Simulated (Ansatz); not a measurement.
# NSF3 (thiazyl trifluoride): MP2/def2-SVPD

Aim: the electronic atomisation energy of NSF3 (thiazyl trifluoride) at MP2/def2-SVPD, from 4 runs. 

Program for the calculation: Ansatz 0.2.0.

50 further runs of the same task are left out: 8 that didn't finish, 42 set aside as unsound or not needed.

## Step 1: The structure to begin with

The species is NSF3 (5 atoms), meant as a singlet with charge 0. As SMILES, `N#S(F)(F)F`. Geometry: relaxed at PBE0-D4/def2-TZVP.

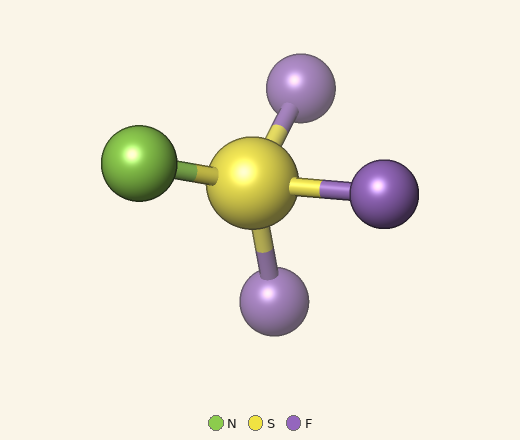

The structure, seen from a chosen angle (nitrogen green, sulfur yellow, fluorine purple).

## Step 2: A single-point energy at MP2/def2-SVPD

Contents of in.yaml:

```yaml
basis:
  gaussian: {orbitals: def2-SVPD}
crystal:
  periodic: [false, false, false]
  atoms:
    - symbol: "N"
      position_ang: [-0.349630, -0.004150, 1.591380]
    - symbol: S
      position_ang: [-0.047340, -0.000560, 0.215490]
    - symbol: F
      position_ang: [1.023370, -0.939300, -0.408980]
    - symbol: F
      position_ang: [-1.108620, -0.317610, -0.875740]
    - symbol: F
      position_ang: [0.482210, 1.261610, -0.522150]
correlation: {method: mp2, frozen_orbitals: {F: 1, "N": 1, S: 5}}
accuracy: high
```

Launch:

```
$ ansatz run in.yaml --threads 1 --pin off --max-ram 3480MiB --events-out events.jsonl --progress --plain --runs-dir runs
```

What it wrote:

```text
Warning: RAYON_NUM_THREADS=1 ignored (pool sized by the plan → 1); use --threads N
Functional definition: HF
  name "HF"
  exchange = exact_x
  correlation = 0
2313 factors; integrals over basis functions are off by at most 2.8e-9 eV
mean field evaluation 1: about -20394.7182 eV, gradient 5.6e1 eV
mean field evaluation 2: about -20394.7310 eV, gradient 5.6e1 eV
mean field evaluation 4: about -20400.4184 eV, gradient 5.5e0 eV
mean field evaluation 8: about -20400.4983 eV, gradient 1.6e-1 eV
mean field -20400.49852807 eV, -749.7044929520 hartree, gradient 1.2e-8 eV, S^2 0.000000; 0 other end points of the search recorded, 0 dependent functions left out
9 core orbitals not correlated: weight in the atoms' cores, before any rotation towards them, 1.000 or more for the frozen orbitals, at most 0.000 for the correlated occupied ones
reference -20400.49852807 eV, -749.7044929520 hartree; 16, 16 occupied and 91, 91 virtual orbitals, 2313 factors
second order -25.25714150 eV of doubles, -0.00000000 eV of singles
Total energy: -20425.75566957 eV, -750.6326757823 hartree
```

Run time: 6.3 s. Hardware: 1 thread of Arm Neoverse V2, shared host; peak memory 0.38 GiB.

## Step 3: The F atom

Contents of molecule.yaml:

```yaml
crystal:
  periodic: [false, false, false]
  atoms:
    - {symbol: F, position_ang: [0.000000, 0.000000, 0.000000]}
basis:
  gaussian:
    orbitals: def2-SVPD
magnetization:
  spin_polarized: true
  initial_magnetization: 1
correlation:
  method: mp2
  frozen_orbitals: {F: 1}
accuracy: high
```

Launch:

```
$ ansatz run molecule.yaml --threads 1 --pin off --max-ram 3480MiB --events-out events.jsonl --progress --plain --runs-dir runs
```

What it wrote:

```text
Warning: RAYON_NUM_THREADS=1 ignored (pool sized by the plan → 1); use --threads N
Functional definition: HF
  name "HF"
  exchange = exact_x
  correlation = 0
194 factors; integrals over basis functions are off by at most 1.8e-9 eV
mean field evaluation 1: about -2701.6304 eV, gradient 7.1e0 eV
mean field evaluation 2: about -2701.6305 eV, gradient 7.1e0 eV
mean field evaluation 4: about -2701.8047 eV, gradient 7.2e-1 eV
mean field evaluation 8: about -2701.8077 eV, gradient 1.8e-5 eV
mean field evaluation 16: about -2701.8077 eV, gradient 4.2e-4 eV
mean field evaluation 32: about -2701.8077 eV, gradient 4.2e-4 eV
mean field -2701.80765935 eV, -99.2896001302 hartree, gradient 3.6e-8 eV, S^2 0.753628; 3 other end points of the search recorded, 0 dependent functions left out
1 core orbitals not correlated: weight in the atoms' cores, before any rotation towards them, 1.000 or more for the frozen orbitals, at most 0.000 for the correlated occupied ones
reference -2701.80765935 eV, -99.2896001302 hartree; 4, 3 occupied and 18, 19 virtual orbitals, 194 factors
second order -3.97637652 eV of doubles, -0.00000000 eV of singles
Total energy: -2705.78403587 eV, -99.4357292720 hartree
```

Run time: 0.08 s. Hardware: 1 thread of Arm Neoverse V2, shared host.

## Step 4: The N atom at the same level

Contents of molecule.yaml:

```yaml
crystal:
  periodic: [false, false, false]
  atoms:
    - {symbol: N, position_ang: [0.000000, 0.000000, 0.000000]}
basis:
  gaussian: {orbitals: def2-SVPD}
magnetization: {spin_polarized: true, initial_magnetization: 3}
correlation: {method: mp2, frozen_orbitals: {"N": 1}}
accuracy: high
```

Run the same way, it converges to -54.41174 Eh (log not shown).

## Step 5: The S atom

Contents of molecule.yaml:

```yaml
basis:
  gaussian:
    orbitals: def2-SVPD
crystal:
  periodic: [false, false, false]
  atoms:
    - {symbol: S, position_ang: [0.000000, 0.000000, 0.000000]}
accuracy: high
correlation:
  method: mp2
  frozen_orbitals: {S: 5}
magnetization:
  spin_polarized: true
  initial_magnetization: 2
```

Run the same way, it converges to -397.46126 Eh (log not shown).

## Step 6: Results

Level: MP2/def2-SVPD, 9 core orbitals frozen.

```
                                             quantity          value
                               molecule: total energy  -750.63268 Eh
molecule: correlation energy (9 core orbitals frozen)     -928.2 mEh
                                 F atom: total energy   -99.43573 Eh
   F atom: correlation energy (1 core orbital frozen)     -146.1 mEh
            F atom: ⟨S²⟩ of the reference determinant          0.754
                                 N atom: total energy   -54.41174 Eh
   N atom: correlation energy (1 core orbital frozen)      -74.5 mEh
            N atom: ⟨S²⟩ of the reference determinant          3.759
                                 S atom: total energy  -397.46126 Eh
  S atom: correlation energy (5 core orbitals frozen)      -89.8 mEh
            S atom: ⟨S²⟩ of the reference determinant          2.009
                        electronic atomisation energy      12.313 eV
```

**Reading.** Taking the molecule apart into free atoms costs 12.31 eV (284 kcal/mol), before zero-point energy and without spin-orbit coupling.
